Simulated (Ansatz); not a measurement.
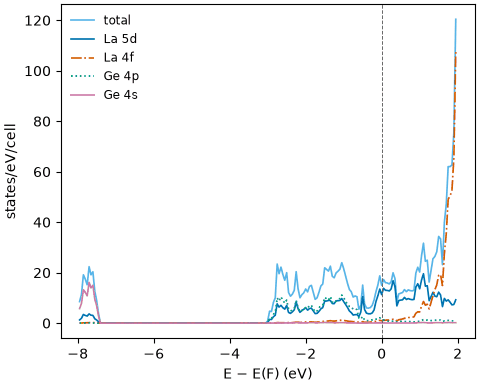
Total and projected density of states of La$_{5}$Ge$_{3}$ in space group P6_3/mcm (No. 193; La on 4d, La on 6g, Ge on 6g), r²SCAN (plane waves, PAW; program Ansatz)

**Question.** Which orbitals carry the states next to the Fermi level?

**Answer.** Within 0.5 eV of the Fermi level: La 5d 75 %, Ge 4p 9 %, La 4f 7 %. Projections are on Löwdin-orthogonalised atomic valence shells; empty p or d shells of many metals are not among them.

**Question.** Where is the tallest occupied peak in this window, and what makes it?

**Answer.** Near -1.0 eV, about 24 states/eV per cell; the largest projected share is Ge 4p.

The workflow started from a Materials Project entry (that database holds measured and hypothetical structures alike); the Crystallography Open Database copy checked does not list it. Whether it is the stable phase at ambient conditions was not checked. Symmetry was held in the r²SCAN relaxation; whether a distortion lowers the energy is not shown. Scalar-relativistic: spin–orbit coupling is off unless named, which matters more the heavier the elements.

Potentials: the earlier of the program's two PAW sets.
